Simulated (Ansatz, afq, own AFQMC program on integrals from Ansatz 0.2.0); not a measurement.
# NH2O (doublet): quantum Monte Carlo beside coupled cluster, cc-pVDZ

How near does AFQMC come to the top of the ladder for NH2O (doublet)?

Method: cc-pVDZ, frozen cores; program: Ansatz 0.2.0, Gaussian basis, and an in-house AFQMC program (afq) on its integrals; all values are calculated.

Plan: PBE (unrestricted); r2SCAN (unrestricted); PBE0 (unrestricted); B3LYP (unrestricted); wB97M-V (unrestricted); B2PLYP (unrestricted); CCSD(T) on UHF; Phaseless AFQMC, CISD trial on UHF; Phaseless AFQMC, single-determinant trial on UHF; Free-projection AFQMC, CISD trial on UHF.

### 1 The system

The geometry is a PBE0/def2-TZVP stationary point (not a proven minimum).

4 atoms, charge 0, spin multiplicity 2.

Atoms are counted from 1 here; the program's logs count them from 0.

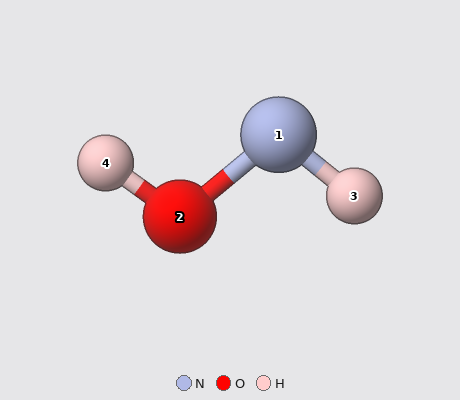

The structure; nitrogen light blue, oxygen red, hydrogen pink; atoms are numbered from 1 in the order of the file.

As a file:

```xyz
4
charge 0, multiplicity 2
N     0.00000   -0.17611    0.69827
O     0.00000    0.15078   -0.61522
H     0.00000    0.75212    1.13526
H     0.00000   -0.69812   -1.07306
```

### 2 PBE (unrestricted)

Input file in.yaml:

```yaml
crystal:
  periodic: [false, false, false]
  atoms:
    - {symbol: N, position_ang: [0.000000, -0.176115, 0.698274]}
    - {symbol: O, position_ang: [0.000000, 0.150778, -0.615224]}
    - {symbol: H, position_ang: [0.000000, 0.752120, 1.135262]}
    - {symbol: H, position_ang: [0.000000, -0.698120, -1.073059]}
basis:
  gaussian: {orbitals: cc-pVDZ}
magnetization: {spin_polarized: true, initial_magnetization: 1}
hamiltonian: {xc: {name: PBE}}
output: {orbitals: {seedname: orbitals}}
```

Command:

```bash
$ ansatz run in.yaml --threads 1 --pin off --events-out ev --progress --plain --max-ram 1843MiB
```

What it wrote:

```text
Functional definition: PBE
  name "PBE"
  cite "Perdew, Burke & Ernzerhof, Phys. Rev. Lett. 77, 3865 (1996) doi:10.1103/PhysRevLett.77.3865"
  parent pbe
  parameter kappa = 0.804
  parameter beta = 0.06672455060314922
  exchange = pbe_x(kappa = kappa, mu = beta*pi^2/3)
  correlation = pbe_c(beta = beta)
449 factors; their error is unknown
mean field evaluation 1: about -3560.6298 eV, gradient 2.4e1 eV
mean field evaluation 2: about -3559.3557 eV, gradient 3.0e1 eV
mean field evaluation 4: about -3563.0796 eV, gradient 8.3e-1 eV
mean field evaluation 8: about -3563.0585 eV, gradient 2.1e-2 eV
mean field -3563.05848561 eV, -130.9399842184 hartree, gradient 4.8e-5 eV, S^2 0.751876; 0 other end points of the search recorded, 0 dependent functions left out
reference -3563.05850295 eV, -130.9399848556 hartree; 9, 8 occupied and 29, 30 virtual orbitals, 449 factors
Total energy: -3563.05850295 eV, -130.9399848556 hartree
```

Run time: 0.51 s. Hardware: 1 thread of Arm Neoverse V2, shared host.

From the report: ⟨S²⟩ of the determinant 0.752 (pure doublet: 0.75).

### 3 r2SCAN (unrestricted)

Edit in.yaml of step 2 so:

```diff
@@ -10,3 +10,2 @@
 magnetization: {spin_polarized: true, initial_magnetization: 1}
-hamiltonian: {xc: {name: PBE}}
-output: {orbitals: {seedname: orbitals}}
+hamiltonian: {xc: {name: r2SCAN}}
```

The command is unchanged.

What it wrote:

```text
Functional definition: r2SCAN
  name "r2SCAN"
  cite "Furness, Kaplan, Ning, Perdew & Sun, J. Phys. Chem. Lett. 11, 8208 (2020) doi:10.1021/acs.jpclett.0c02405"
  cite "Furness, Kaplan, Ning, Perdew & Sun, J. Phys. Chem. Lett. 11, 9248 (2020) doi:10.1021/acs.jpclett.0c03077"
  parent r2scan
  parameter k0 = 0.174
  parameter k1 = 0.065
  parameter a1 = 4.9479
  exchange = r2scan_x(k0 = k0, k1 = k1, a1 = a1)
  correlation = r2scan_c
449 factors; their error is unknown
mean field evaluation 1: about -3563.2126 eV, gradient 2.2e1 eV
mean field evaluation 2: about -3563.0129 eV, gradient 2.3e1 eV
mean field evaluation 4: about -3565.1742 eV, gradient 3.7e-1 eV
mean field evaluation 8: about -3565.1783 eV, gradient 4.4e-2 eV
mean field evaluation 16: about -3565.1525 eV, gradient 1.9e-5 eV
mean field -3565.15252123 eV, -131.0169386082 hartree, gradient 1.9e-5 eV, S^2 0.754017; 0 other end points of the search recorded, 0 dependent functions left out
reference -3565.15252670 eV, -131.0169388089 hartree; 9, 8 occupied and 29, 30 virtual orbitals, 449 factors
Total energy: -3565.15252670 eV, -131.0169388089 hartree
```

Run time: 1.3 s. Hardware: 1 thread of Arm Neoverse V2, shared host.

From the report: ⟨S²⟩ of the determinant 0.754 (pure doublet: 0.75).

### 4 PBE0 (unrestricted)

Edit in.yaml of step 3 so:

```diff
@@ -10,2 +10,3 @@
 magnetization: {spin_polarized: true, initial_magnetization: 1}
-hamiltonian: {xc: {name: r2SCAN}}
+hamiltonian: {xc: {name: PBE0}}
+output: {orbitals: {seedname: orbitals}}
```

The command is unchanged.

What it wrote:

```text
Functional definition: PBE0
  name "PBE0"
  cite "Adamo & Barone, J. Chem. Phys. 110, 6158 (1999) doi:10.1063/1.478522"
  cite "Perdew, Burke & Ernzerhof, Phys. Rev. Lett. 77, 3865 (1996) doi:10.1103/PhysRevLett.77.3865"
  parent pbe
  parameter a = 0.25
  parameter kappa = 0.804
  parameter beta = 0.06672455060314922
  exchange = (1 - a)*pbe_x(kappa = kappa, mu = beta*pi^2/3) + a*exact_x
  correlation = pbe_c(beta = beta)
355 factors; integrals over basis functions are off by at most 1.6e-3 eV
mean field evaluation 1: about -3561.4735 eV, gradient 1.9e1 eV
mean field evaluation 2: about -3561.8315 eV, gradient 1.7e1 eV
mean field evaluation 4: about -3562.9450 eV, gradient 9.3e-1 eV
mean field evaluation 8: about -3563.0835 eV, gradient 5.4e-2 eV
mean field evaluation 16: about -3563.0835 eV, gradient 1.0e-4 eV
mean field -3563.08354155 eV, -130.9409050072 hartree, gradient 1.6e-5 eV, S^2 0.753357; 0 other end points of the search recorded, 0 dependent functions left out
reference -3563.08355423 eV, -130.9409054730 hartree; 9, 8 occupied and 29, 30 virtual orbitals, 355 factors
Total energy: -3563.08355423 eV, -130.9409054730 hartree
```

It took 0.75 s on 1 thread of Arm Neoverse V2, shared host.

From the report: ⟨S²⟩ of the determinant 0.753 (pure doublet: 0.75).

### 5 B3LYP (unrestricted)

Edit in.yaml of step 4 so:

```diff
@@ -10,3 +10,2 @@
 magnetization: {spin_polarized: true, initial_magnetization: 1}
-hamiltonian: {xc: {name: PBE0}}
-output: {orbitals: {seedname: orbitals}}
+hamiltonian: {xc: {name: B3LYP}}
```

The command is unchanged.

What it wrote, cut to the lines that bear on the results:

```text
Functional definition: B3LYP
  name "B3LYP"
  cite "Stephens, Devlin, Chabalowski & Frisch, J. Phys. Chem. 98, 11623 (1994) doi:10.1021/j100096a001"
  cite "Becke, Phys. Rev. A 38, 3098 (1988) doi:10.1103/PhysRevA.38.3098"
  cite "Lee, Yang & Parr, Phys. Rev. B 37, 785 (1988) doi:10.1103/PhysRevB.37.785"
  cite "Vosko, Wilk & Nusair, Can. J. Phys. 58, 1200 (1980) doi:10.1139/p80-159"
[...]
355 factors; integrals over basis functions are off by at most 1.6e-3 eV
[...]
mean field -3566.91392467 eV, -131.0816689904 hartree, gradient 1.2e-5 eV, S^2 0.753011; 0 other end points of the search recorded, 0 dependent functions left out
reference -3566.91405272 eV, -131.0816736964 hartree; 9, 8 occupied and 29, 30 virtual orbitals, 355 factors
Total energy: -3566.91405272 eV, -131.0816736964 hartree
```

Run time: 0.69 s. Hardware: 1 thread of Arm Neoverse V2, shared host.

From the report: ⟨S²⟩ of the determinant 0.753 (pure doublet: 0.75).

### 6 wB97M-V (unrestricted)

Edit in.yaml of step 5 so:

```diff
@@ -10,2 +10,3 @@
 magnetization: {spin_polarized: true, initial_magnetization: 1}
-hamiltonian: {xc: {name: B3LYP}}
+hamiltonian: {xc: {name: wB97M-V}}
+output: {orbitals: {seedname: orbitals}}
```

The command is unchanged.

What it wrote, cut to the lines that bear on the results:

```text
Functional definition: wB97M-V
  name "wB97M-V"
  cite "Mardirossian & Head-Gordon, J. Chem. Phys. 144, 214110 (2016) doi:10.1063/1.4952647"
  cite "Becke, J. Chem. Phys. 107, 8554 (1997) doi:10.1063/1.475007"
  cite "Vydrov & Van Voorhis, J. Chem. Phys. 133, 244103 (2010) doi:10.1063/1.3521275"
  # Of w^i u^j: cxij and so on, Table III.
[...]
  gx(w, u) = 1 - cx + cx01*u + cx10*w
  gss(w, u) = css00 + css04*u^4 + css10*w + css20*w^2 + css43*w^4*u^3
  gos(w, u) = cos00 + cos10*w + (cos20 + cos21*u)*w^2 + (cos60 + cos61*u)*w^6
[...]
      + integral(e_c_pw_mod_opposite_spin*gos(b97_w_opposite, b97_u_opposite)) + vv10(b, c)
355 factors; integrals over basis functions are off by at most 1.6e-3 eV
95 factors; integrals over basis functions are off by at most 5.5e-6 eV
[...]
mean field -3565.63203519 eV, -131.0345604212 hartree, gradient 3.0e-5 eV, S^2 0.752680; 0 other end points of the search recorded, 0 dependent functions left out
reference -3565.63205605 eV, -131.0345611877 hartree; 9, 8 occupied and 29, 30 virtual orbitals, 355 factors
Total energy: -3565.63205605 eV, -131.0345611877 hartree
```

It took 2.7 s on 1 thread of Arm Neoverse V2, shared host.

From the report: ⟨S²⟩ of the determinant 0.753 (pure doublet: 0.75).

### 7 B2PLYP (unrestricted)

Edit in.yaml of step 6 so:

```diff
@@ -10,3 +10,3 @@
 magnetization: {spin_polarized: true, initial_magnetization: 1}
-hamiltonian: {xc: {name: wB97M-V}}
-output: {orbitals: {seedname: orbitals}}
+hamiltonian: {xc: {name: B2PLYP}}
+correlation: {electrons: outside_noble_gas}
```

The command is unchanged.

What it wrote, cut to the lines that bear on the results:

```text
Functional definition: B2PLYP
  name "B2PLYP"
  cite "Grimme, J. Chem. Phys. 124, 034108 (2006) doi:10.1063/1.2148954"
  cite "Becke, Phys. Rev. A 38, 3098 (1988) doi:10.1103/PhysRevA.38.3098"
  cite "Lee, Yang & Parr, Phys. Rev. B 37, 785 (1988) doi:10.1103/PhysRevB.37.785"
[...]
355 factors; integrals over basis functions are off by at most 1.6e-3 eV
[...]
mean field -3560.66732492 eV, -130.8521106838 hartree, gradient 2.6e-6 eV, S^2 0.755683; 0 other end points of the search recorded, 0 dependent functions left out
2 core orbitals not correlated: weight in the atoms' cores, before any rotation towards them, 1.000 or more for the frozen orbitals, at most 0.000 for the correlated occupied ones
reference -3560.66740495 eV, -130.8521136250 hartree; 7, 6 occupied and 29, 30 virtual orbitals, 355 factors
second order -11.08760774 eV of doubles, -0.00000000 eV of singles
Total energy: -3563.66105904 eV, -130.9621283836 hartree
```

Run time: 0.78 s. Hardware: 1 thread of Arm Neoverse V2, shared host.

From the report: ⟨S²⟩ of the determinant 0.756 (pure doublet: 0.75).

### 8 CCSD(T) on UHF

Edit in.yaml of step 7 so:

```diff
@@ -10,3 +10,2 @@
 magnetization: {spin_polarized: true, initial_magnetization: 1}
-hamiltonian: {xc: {name: B2PLYP}}
-correlation: {electrons: outside_noble_gas}
+correlation: {method: ccsd_t, electrons: outside_noble_gas, hamiltonian_folder: ham}
```

Launched as before.

What it wrote, cut to the lines that bear on the results:

```text
Functional definition: HF
  name "HF"
  cite "Fock, Z. Phys. 61, 126 (1930) doi:10.1007/BF01340294"
  parent pbe
[...]
355 factors; integrals over basis functions are off by at most 1.6e-3 eV
[...]
mean field -3548.29437632 eV, -130.3974132095 hartree, gradient 2.9e-6 eV, S^2 0.760623; 1 other end points of the search recorded, 0 dependent functions left out
determinant -3548.29437632 eV, -130.3974132095 hartree, with singles and doubles -3557.89013148 eV, -130.7500507073 hartree
determinant -3544.92366281 eV, -130.2735417729 hartree, with singles and doubles -3554.40944428 eV, -130.6221378120 hartree
2 core orbitals not correlated: weight in the atoms' cores, before any rotation towards them, 1.000 or more for the frozen orbitals, at most 0.000 for the correlated occupied ones
reference -3548.29437632 eV, -130.3974132095 hartree; 7, 6 occupied and 29, 30 virtual orbitals, 355 factors
second order -9.00169919 eV of doubles, -0.00000000 eV of singles
cycle   1  -9.59536660 eV  change    3.9e-4 eV  update   7.9e-4
[...]
cycle   7  -9.59555523 eV  change    9.6e-6 eV  update   3.0e-6
perturbative correction -0.22665517 eV, -0.0083294238 hartree
Total energy: -3558.11658672 eV, -130.7583727838 hartree
```

Run time: 1.1 s. Hardware: 1 thread of Arm Neoverse V2, shared host.

From the report: ⟨S²⟩ of the determinant 0.761 (pure doublet: 0.75); correlation -9.8222 eV; T1 0.022; largest double amplitude 0.05.

This run also writes the integrals to the folder ham.

### 9 Phaseless AFQMC, CISD trial on UHF

It reads the integrals that the CCSD(T) run on this determinant wrote.

Command:

```bash
$ afq ham --method phaseless --trial cisd --walkers 60 --populations 1 --least-time 40 --time-step 0.005 --steps-per-block 50 --equilibration-blocks 28 --max-blocks 300 --target-error 0.00043 --factor-cut 1e-05 --start spin_pure --seed 7139 --release-times 0.24,0.51,0.99,1.62,2.4 --release-step 0.03 --release-every 4 --taylor-order 6
```

What it wrote:

```text
orbitals 36  electrons 7 6  factors 278 of 355
reference energy -130.39741321 Eh
CCSD correlation -0.35263014 Eh in 13 cycles, weight of the determinant in the CISD state 0.8913
energy of the start -130.749568 Eh
 block  time / (1/Eh)  mean weight  energy / Eh
     1     0.250  0.9986  -130.746836
     2     0.500  1.0040  -130.750416
     3     0.750  1.0002  -130.753617
     4     1.000  0.9997  -130.757574
     5     1.250  0.9998  -130.754456
     6     1.500  1.0018  -130.754626
     7     1.750  0.9990  -130.760341
     8     2.000  0.9951  -130.769234
     9     2.250  1.0015  -130.763719
    10     2.500  1.0002  -130.769187
    17     4.250  0.9982  -130.756143
    25     6.250  1.0019  -130.757438
    33     8.250  0.9987  -130.755155
    41    10.250  1.0038  -130.757920
    49    12.250  0.9986  -130.769124
    57    14.250  0.9988  -130.751454
    65    16.250  0.9994  -130.765370
    73    18.250  1.0016  -130.759218
    81    20.250  1.0040  -130.753114
    89    22.250  0.9980  -130.759376
    97    24.250  0.9994  -130.756479
   105    26.250  1.0003  -130.751701
   113    28.250  0.9997  -130.753695
   121    30.250  1.0029  -130.764928
   129    32.250  1.0000  -130.752877
   137    34.250  1.0021  -130.752821
   145    36.250  0.9981  -130.750086
   153    38.250  0.9959  -130.768488
   161    40.250  1.0003  -130.748606
   169    42.250  1.0050  -130.751950
   177    44.250  1.0010  -130.750882
   185    46.250  1.0006  -130.764383
   193    48.250  1.0001  -130.758726
   201    50.250  0.9987  -130.759660
   209    52.250  1.0001  -130.754994
   217    54.250  1.0014  -130.759836
   225    56.250  1.0011  -130.761646
   233    58.250  0.9986  -130.748609
   241    60.250  1.0027  -130.756882
   249    62.250  0.9992  -130.756727
   257    64.250  1.0004  -130.751248
   265    66.250  1.0006  -130.750832
   273    68.250  0.9987  -130.761320
   281    70.250  1.0002  -130.757116
   289    72.250  1.0009  -130.757105
   297    74.250  0.9992  -130.760225
   305    76.250  1.0035  -130.757765
   313    78.250  0.9987  -130.763272
   321    80.250  0.9995  -130.779831
blocks merged  error / Eh  count
     1  0.000356  300
     2  0.000392  150
     4  0.000452  75
     8  0.000412  37
    16  0.000425  18
    32  0.000335  9
released: time / (1/Eh)  energy / Eh  error  mean overlap
  0.24  -130.759051  0.000549  0.9947
  0.51  -130.759972  0.000581  0.9859
  0.99  -130.759777  0.000574  0.9800
  1.62  -130.759341  0.000744  0.9667
  2.40  -130.759785  0.001374  0.9480
energy -130.758251 +/- 0.000425 Eh
```

Wall time 7.3 min (1 thread of Arm Neoverse V2, shared host); peak memory 0.28 GiB.

Energy -3558.1133 ± 0.0116 eV. Caveats: constraint bias not in the error.

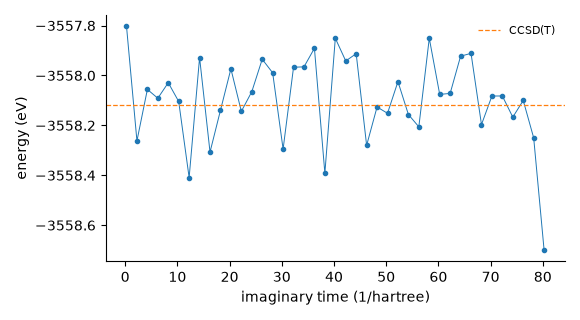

Block energies along the walk.

### 10 Phaseless AFQMC, single-determinant trial on UHF

It reads the integrals that the CCSD(T) run on this determinant wrote.

Command:

```bash
$ afq ham --method phaseless --trial hf --walkers 120 --populations 1 --least-time 40 --time-step 0.005 --steps-per-block 20 --equilibration-blocks 112 --max-blocks 600 --target-error 0.00129 --factor-cut 1e-05 --start spin_pure --seed 9586 --taylor-order 6
```

What it wrote:

```text
orbitals 36  electrons 7 6  factors 278 of 355
reference energy -130.39741321 Eh
CCSD correlation -0.35263014 Eh in 13 cycles, weight of the determinant in the CISD state 0.8913
energy of the start -130.397709 Eh
 block  time / (1/Eh)  mean weight  energy / Eh
     1     0.100  1.0007  -130.517038
     2     0.200  1.0046  -130.587229
     3     0.300  1.0056  -130.607897
     4     0.400  1.0035  -130.665365
     5     0.500  1.0000  -130.690715
     6     0.600  1.0061  -130.730407
     7     0.700  0.9993  -130.739462
     8     0.800  1.0009  -130.750351
     9     0.900  1.0024  -130.768360
    10     1.000  0.9959  -130.721539
    18     1.800  0.9999  -130.770948
    35     3.500  1.0002  -130.734496
    52     5.200  1.0003  -130.716499
    69     6.900  1.0007  -130.738970
    86     8.600  1.0009  -130.781326
   103    10.300  1.0006  -130.794091
   120    12.000  0.9977  -130.755792
   137    13.700  1.0002  -130.740158
   154    15.400  0.9976  -130.774588
   171    17.100  0.9986  -130.725890
   188    18.800  1.0018  -130.743704
   205    20.500  0.9970  -130.756258
   222    22.200  1.0001  -130.839980
   239    23.900  1.0010  -130.763839
   256    25.600  1.0002  -130.741242
   273    27.300  1.0006  -130.747797
   290    29.000  1.0006  -130.730639
   307    30.700  0.9990  -130.707132
   324    32.400  1.0019  -130.730640
   341    34.100  1.0031  -130.820167
   358    35.800  0.9992  -130.693815
   375    37.500  1.0030  -130.759717
   392    39.200  1.0013  -130.753195
   409    40.900  0.9985  -130.775831
   426    42.600  0.9973  -130.777816
   443    44.300  1.0006  -130.781980
   460    46.000  1.0019  -130.706540
   477    47.700  0.9981  -130.762024
   494    49.400  1.0012  -130.776432
   511    51.100  0.9991  -130.748875
   528    52.800  1.0001  -130.766156
   545    54.500  0.9997  -130.794347
   562    56.200  0.9993  -130.749625
   579    57.900  0.9996  -130.789039
   596    59.600  0.9994  -130.751482
   613    61.300  0.9986  -130.768904
   630    63.000  1.0004  -130.748114
   647    64.700  0.9973  -130.775483
   664    66.400  0.9985  -130.801758
   681    68.100  1.0032  -130.797628
   698    69.800  1.0007  -130.737796
blocks merged  error / Eh  count
     1  0.001157  600
     2  0.001505  300
     4  0.001903  150
     8  0.002273  75
    16  0.002481  37
    32  0.002685  18
    64  0.002757  9
energy -130.761659 +/- 0.002685 Eh
```

Wall time 4.1 min (1 thread of Arm Neoverse V2, shared host); peak memory 0.28 GiB.

Energy -3558.2060 ± 0.0731 eV. Caveats: constraint bias not in the error; error above the target.

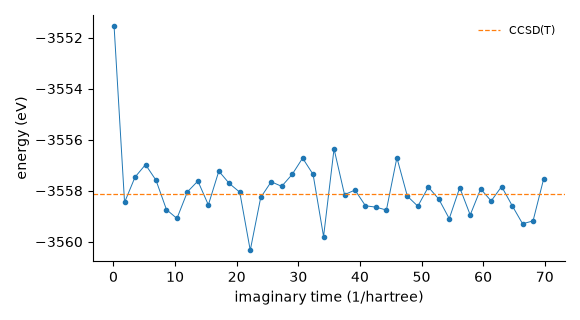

Block energies along the walk.

### 11 Free-projection AFQMC, CISD trial on UHF

It reads the integrals that the CCSD(T) run on this determinant wrote.

Command:

```bash
$ afq ham --method free --trial cisd --walkers 60 --time-step 0.03 --max-blocks 80 --target-error 0.00043 --factor-cut 1e-05 --seed 3219 --times 0,0.21,0.42,0.81,1.2,1.8,2.4,3 --taylor-order 8
```

What it wrote:

```text
orbitals 36  electrons 7 6  factors 278 of 355
reference energy -130.39741321 Eh
CCSD correlation -0.35263014 Eh in 13 cycles, weight of the determinant in the CISD state 0.8913
repeat  energy at the last time / Eh  error
    10  -130.761276  0.003206
    20  -130.759871  0.002361
    30  -130.758385  0.001636
    40  -130.758775  0.001468
    50  -130.759097  0.001232
    60  -130.758722  0.001165
    70  -130.758779  0.001032
    80  -130.758663  0.000929
time / (1/Eh)  energy / Eh  error  mean overlap
  0.00  -130.750109  0.000283  1.1218
  0.21  -130.756224  0.000390  1.1183
  0.42  -130.758490  0.000358  1.1154
  0.81  -130.760496  0.000428  1.1016
  1.20  -130.759892  0.000556  1.1075
  1.80  -130.760276  0.000608  1.0949
  2.40  -130.758825  0.000770  1.1379
  3.00  -130.758663  0.000929  1.1699
energy -130.758663 +/- 0.000929 Eh
```

Run time: 4 min. Hardware: 1 thread of Arm Neoverse V2, shared host; peak memory 0.28 GiB.

Energy -3558.1245 ± 0.0253 eV. Caveats: remainder of the start not in the error; error above the target.

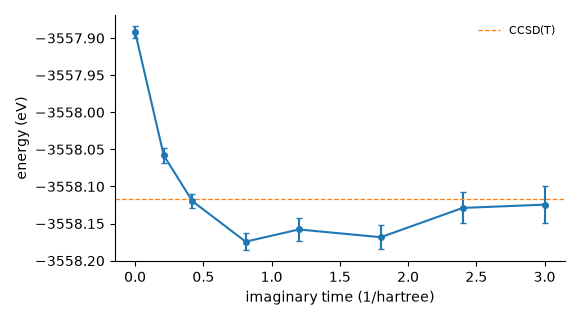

Energy against projection time, with error bars.

### 12 All levels side by side

On the UHF determinant, counted from CCSD(T) (a yardstick, not exact):

```
                                                             level  energy (eV)  from CCSD(T) (meV)  statistical error (meV)     time
                                                                HF   -3548.2944             +9822.2                                  
                                                               MP2   -3557.2961              +820.5                                  
                                                              CCSD   -3557.8899              +226.7                                  
                                                           CCSD(T)   -3558.1166                 0.0                                  
               Phaseless AFQMC, CISD trial, step 0.005, 60 walkers   -3558.1133                +3.3                     11.6  7.3 min
Phaseless AFQMC, single-determinant trial, step 0.005, 120 walkers   -3558.2060               -89.4                     73.1  4.1 min
          Free-projection AFQMC, CISD trial, step 0.03, 60 walkers   -3558.1245                -7.9                     25.3    4 min
```

The functionals' totals stand on their own zeros and serve differences with other points: PBE -3563.059 eV; r2SCAN -3565.153 eV; PBE0 -3563.084 eV; B3LYP -3566.914 eV; wB97M-V -3565.632 eV; B2PLYP -3563.661 eV.

### 13 What came out

```
                                                     quantity             value
              Phaseless AFQMC, CISD trial on UHF from CCSD(T)   +3.3 ± 11.6 meV
Phaseless AFQMC, single-determinant trial on UHF from CCSD(T)  -89.4 ± 73.1 meV
        Free-projection AFQMC, CISD trial on UHF from CCSD(T)   -7.9 ± 25.3 meV
```

What this shows: On UHF the phaseless walk with the CISD trial lies +3.3 meV from CCSD(T), within three error bars. Free projection has no constraint; at the last time it gives -7.9 ± 25.3 meV, and from a start that isn't spin pure other spins can mix in. Error bars are statistical and leave out the constraint, the time step and what remains of the start.
